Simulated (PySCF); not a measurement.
**Geometry relaxation of GeH₄**

GeH₄ (germane), computed with PBE0-D3(BJ)/def2-SVP geometry optimisation, gas phase (PySCF 2.14.0).

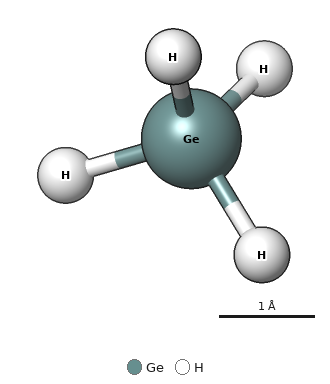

Fig. 1: The structure as given in the input (ball-and-stick view, seen at a tilt). Sticks mark near contacts.

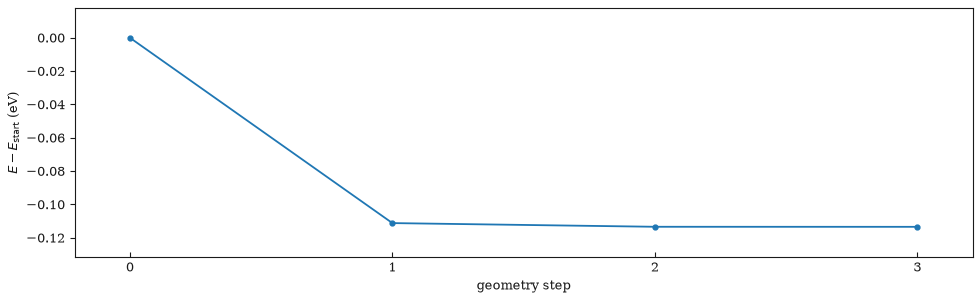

Fig. 2: Progress of the relaxation, step by step (steps are counted from 0).

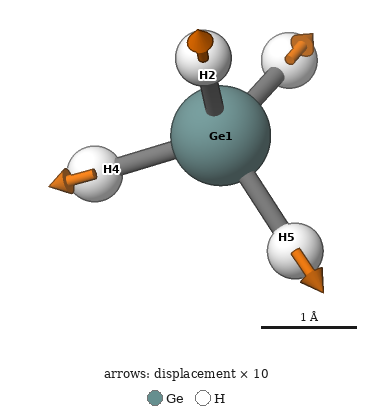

Fig. 3: The starting structure with the displacements as orange arrows, magnified 10 times (ball-and-stick view, seen at a tilt). The two geometries are laid on each other by the best rigid fit. The atom that moves furthest after the best rigid fit is H5 (0.056 Å). Largest moves by element: H 0.056 Å, Ge 0.001 Å. Among the contacts that change: Ge1–H2 1.482 → 1.537 Å. The energy falls by 0.113 eV in 3 geometry steps. Largest force component: 0.8 eV/Å at the start, 0.0008 eV/Å at the end. (Atoms are counted from 1 in the order of the input.)

These pictures come from the run below.

## The input
```
{"job": {"xc": "PBE0", "basis": "def2-SVP", "d3": "d3bj", "grid": 1, "kind": "geom"}, "charge": 0, "multiplicity": 1}
Ge     0.003410     0.000080    -0.006260
H     -0.594380    -0.848190    -1.064520
H      0.552570    -0.860700     1.069310
H     -1.036890     0.894530     0.554950
H      1.092540     0.819990    -0.587840
```

The first line tells a small driver script what to run in PySCF; the rest is the geometry in Å.

Launch command:
```bash
OMP_NUM_THREADS=1 python <driver script> task.json out
```

## What the program printed
```
step   0  E = -2078.85288751  max force = 0.015596
step   1  E = -2078.85697382  max force = 0.001979
step   2  E = -2078.85705509  max force = 0.000225
step   3  E = -2078.85705625  max force = 0.000015
optimisation converged
```

## Trajectory as extended XYZ (Å, eV, eV/Å), 4 frames, from step=0 to step=3
```
5
Properties=species:S:1:pos:R:3:forces:R:3 step=0 energy=-56568.46840
Ge    0.0034    0.0001   -0.0063    0.0039  -0.0011   0.0095
H    -0.5944   -0.8482   -1.0645   -0.4352  -0.6243  -0.7702
H     0.5526   -0.8607    1.0693    0.3892  -0.6180   0.7712
H    -1.0369    0.8945    0.5550   -0.7600   0.6474   0.4154
H     1.0925    0.8200   -0.5878    0.8020   0.5959  -0.4259
5
Properties=species:S:1:pos:R:3:forces:R:3 step=1 energy=-56568.57960
Ge    0.0034    0.0007   -0.0066   -0.0003   0.0074  -0.0048
H    -0.6195   -0.8849   -1.1090    0.0563   0.0783   0.0991
H     0.5743   -0.8965    1.1142   -0.0516   0.0780  -0.0976
H    -1.0813    0.9322    0.5797    0.0974  -0.0847  -0.0515
H     1.1403    0.8542   -0.6127   -0.1018  -0.0791   0.0547
5
Properties=species:S:1:pos:R:3:forces:R:3 step=2 energy=-56568.58181
Ge    0.0034    0.0010   -0.0067   -0.0001   0.0030  -0.0018
H    -0.6166   -0.8808   -1.1039    0.0067   0.0088   0.0116
H     0.5710   -0.8924    1.1092   -0.0067   0.0085  -0.0105
H    -1.0762    0.9281    0.5769    0.0115  -0.0100  -0.0058
H     1.1355    0.8498   -0.6099   -0.0114  -0.0103   0.0065
5
Properties=species:S:1:pos:R:3:forces:R:3 step=3 energy=-56568.58184
Ge    0.0034    0.0011   -0.0068    0.0000   0.0008  -0.0004
H    -0.6162   -0.8802   -1.1033   -0.0001  -0.0003  -0.0003
H     0.5700   -0.8919    1.1087   -0.0007  -0.0004   0.0007
H    -1.0754    0.9279    0.5763    0.0000   0.0005  -0.0001
H     1.1353    0.8488   -0.6094    0.0008  -0.0006   0.0000
```

## Key numbers

```tsv
quantity	value
outcome	converged
total energy	−2078.857056 hartree
dipole moment	0.00 D
point group	Td
hardware	1 CPU thread, shared host
wall time	5 s
peak memory	0.26 GiB
```
